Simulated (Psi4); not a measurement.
**UOMP2/def2-TZVPP (core potential, density fitting for correlation) run of InHCl (SMILES [Cl][InH])**

What is the vertical doublet–quartet gap of InHCl at UOMP2/def2-TZVPP (core potential, density fitting for correlation)? 

The calculation is run with Psi4 1.11.

2 further runs of the same task are left out: 2 set aside as unsound or not needed.

## (1) Starting point

The species is InHCl (3 atoms), meant as a doublet with charge 0. SMILES: `[Cl][InH]`. The coordinates come from a PBE0-D4/def2-TZVP relaxation.

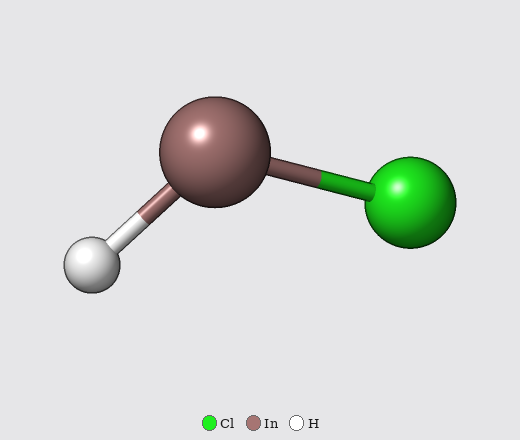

Viewed from a chosen angle; chlorine green, indium brown, hydrogen white.

## (2) The energy at UOMP2/def2-TZVPP (core potential, density fitting for correlation)

Input file calc.inp:

```
memory 2200 MB

molecule m {
  0 2
  Cl    -1.649800     0.396800    -0.867400
  In     0.409500     0.542400     0.286100
  H      1.229400    -1.003900     0.568100
  symmetry c1
}

set {
  reference       uhf
  puream          true
  e_convergence   1e-09
  d_convergence   1e-08
  scf_type        pk
  num_frozen_docc 9
  maxiter         100
}

energy('omp2/def2-TZVPP')
```

Command:

```bash
psi4 calc.inp calc.out -n 1
```

calc.out:

```text
[...]
    !!!  WARNING: ECP capability is in beta. Please check occupations closely.  !!!
[...]
  Running in c1 symmetry.
[...]
  Nuclear repulsion =   88.717601164286492
[...]
  Multiplicity = 2
[...]
  Nalpha       = 20
  Nbeta        = 19
[...]
    Number of basis functions: 106
[...]
   @UHF iter   1:  -649.27300865032817   -1.21649e+00   3.65665e-03 ADIIS/DIIS
[...]
   @UHF iter  15:  -649.33744220021015   -8.98126e-12   5.95455e-09 DIIS
[...]
   @S^2 Observed:                7.682446371E-01
[...]
    Orbital Energies [Eh]
    ---------------------
    Alpha Occupied:
       1A   -104.792636     2A    -10.521134     3A     -7.989184
       4A     -7.986568     5A     -7.986551     6A     -5.414578
       7A     -3.672990     8A     -3.668306     9A     -3.664452
      10A     -1.084653    11A     -1.058774    12A     -1.057010
      13A     -1.053799    14A     -1.051174    15A     -1.013582
      16A     -0.564813    17A     -0.469797    18A     -0.438289
      19A     -0.437220    20A     -0.322308
    Alpha Virtual:
      21A      0.005470    22A      0.063174    23A      0.093513
      24A      0.131117    25A      0.161223    26A      0.178506
[...]
  @UHF Final Energy:  -649.33744220021015
   => Energetics <=
    Nuclear Repulsion Energy =             88.7176011642864921
    One-Electron Energy =               -1148.0760991766342158
    Two-Electron Energy =                 410.0210558121376607
    Total Energy =                       -649.3374422002101483
  UHF NO Occupations:
  HONO-2 :   18  A 1.9993552
  HONO-1 :   19  A 1.9921078
[...]
 Multipole Moments:
 ------------------------------------------------------------------------------------
     Multipole            Electronic (a.u.)      Nuclear  (a.u.)        Total (a.u.)
 ------------------------------------------------------------------------------------
 L = 1.  Multiply by 2.5417464519 to convert [e a0] to [Debye]
 Dipole X            :         35.5091714          -34.3160511            1.1931203
 Dipole Y            :          4.6499578           -4.3716373            0.2783205
 Dipole Z            :          0.0000006            0.0000000            0.0000006
 Magnitude           :                                                    1.2251524
[...]
	Warning: cc_lambda option is changed to TRUE
	For this residual convergence, default PCG convergence is:     1.00e-07
[...]
	DF-SCS-MP2 Total Energy (a.u.)     :  -649.76028047644002
	DF-SOS-MP2 Total Energy (a.u.)     :  -649.74576216586195
[...]
	DF-SCS-OMP2 Total Energy (a.u.)    :  -649.76799262245800
	DF-SOS-OMP2 Total Energy (a.u.)    :  -649.71950540367550
	DF-SCS(N)-OMP2 Total Energy (a.u.) :  -649.58453901923076
[...]
	DF-OMP2 Total Energy (a.u.)        :  -649.79980391006984
[...]
```

Wall time 55 s (1 thread of Intel Xeon Platinum 8488C (Sapphire Rapids), shared host); peak memory 0.46 GiB.

## (3) The quartet at the same level

Input file input.in:

```
memory 2200 MB

molecule molecule1 {
  0 4
  Cl
  In 1 r2
  H 2 r3 1 a3

  r2 = 2.364842
  r3 = 1.772795
  a3 = 115.25343
  symmetry c1
  no_reorient
  no_com
}

set basis def2-TZVPP
set reference uhf
set puream true
set e_convergence 1e-09
set d_convergence 1e-08
set scf_type pk
set num_frozen_docc 9
set maxiter 100

energy_value, wavefunction = energy('omp2', return_wfn=True)
```

Command:

```bash
psi4 input.in input.out -n 1
```

input.out:

```text
[...]
    !!!  WARNING: ECP capability is in beta. Please check occupations closely.  !!!
[...]
  Running in c1 symmetry.
[...]
  Nuclear repulsion =   88.717606027279459
[...]
  Multiplicity = 4
[...]
  Nalpha       = 21
  Nbeta        = 18
[...]
    Number of basis functions: 106
[...]
   @UHF iter   1:  -649.09917925604896   -1.02397e+00   3.59504e-03 DIIS/ADIIS
[...]
   @UHF iter  17:  -649.17304266984434   -9.89075e-12   7.07460e-09 DIIS
[...]
   @S^2 Observed:                3.765018919E+00
[...]
    Orbital Energies [Eh]
    ---------------------
    Alpha Occupied:
       1A   -104.815755     2A    -10.543234     3A     -8.014565
       4A     -8.008569     5A     -8.008323     6A     -5.424826
       7A     -3.683769     8A     -3.675816     9A     -3.675370
      10A     -1.102700    11A     -1.083178    12A     -1.063532
      13A     -1.062560    14A     -1.058229    15A     -1.032733
      16A     -0.708989    17A     -0.527693    18A     -0.461610
      19A     -0.458091    20A     -0.366895    21A     -0.237843
    Alpha Virtual:
      22A      0.048863    23A      0.074523    24A      0.116299
      25A      0.127465    26A      0.155510    27A      0.210391
[...]
  @UHF Final Energy:  -649.17304266984434
   => Energetics <=
    Nuclear Repulsion Energy =             88.7176060272794587
    One-Electron Energy =               -1147.2979129234606717
    Two-Electron Energy =                 409.4072642263367356
    Total Energy =                       -649.1730426698443353
  UHF NO Occupations:
  HONO-2 :   19  A 1.0000000
  HONO-1 :   20  A 1.0000000
[...]
 Multipole Moments:
 ------------------------------------------------------------------------------------
     Multipole            Electronic (a.u.)      Nuclear  (a.u.)        Total (a.u.)
 ------------------------------------------------------------------------------------
 L = 1.  Multiply by 2.5417464519 to convert [e a0] to [Debye]
 Dipole X            :         -1.6189131            2.2406151            0.6217020
 Dipole Y            :        -35.7250882           34.5207495           -1.2043387
 Dipole Z            :          0.0000003            0.0000000            0.0000003
 Magnitude           :                                                    1.3553395
[...]
	Warning: cc_lambda option is changed to TRUE
	For this residual convergence, default PCG convergence is:     1.00e-07
[...]
	DF-SCS-MP2 Total Energy (a.u.)     :  -649.56670930975224
	DF-SOS-MP2 Total Energy (a.u.)     :  -649.54880948415234
[...]
	DF-SCS-OMP2 Total Energy (a.u.)    :  -649.58112477974782
	DF-SOS-OMP2 Total Energy (a.u.)    :  -649.53136342563619
	DF-SCS(N)-OMP2 Total Energy (a.u.) :  -649.42273955518851
[...]
	DF-OMP2 Total Energy (a.u.)        :  -649.61875351741628
[...]
```

Run time: 83 s. Hardware: 1 thread of Intel Xeon Platinum 8488C (Sapphire Rapids), shared host; peak memory 0.46 GiB.

## (4) What came out

At UOMP2/def2-TZVPP (core potential, density fitting for correlation), 9 core orbitals frozen:

| quantity | value |
| --- | --- |
| doublet: total energy | -649.79980 Eh |
| doublet: HOMO energy (Hartree–Fock orbitals) (highest over α and β) | -8.77 eV |
| doublet: LUMO energy (Hartree–Fock orbitals) (lowest over α and β) | -0.08 eV |
| doublet: correlation energy (9 core orbitals frozen) | -462.4 mEh |
| doublet: ⟨S²⟩ of the reference determinant | 0.768 |
| quartet: total energy | -649.61875 Eh |
| quartet: HOMO energy (Hartree–Fock orbitals) (highest over α and β) | -6.47 eV |
| quartet: LUMO energy (Hartree–Fock orbitals) (lowest over α and β) | -3.24 eV |
| quartet: correlation energy (9 core orbitals frozen) | -445.7 mEh |
| quartet: ⟨S²⟩ of the reference determinant | 3.765 |
| vertical energy of the quartet above the doublet | 4.927 eV |

What this shows: At this shape the quartet lies 4.93 eV (475 kJ/mol) above the doublet.
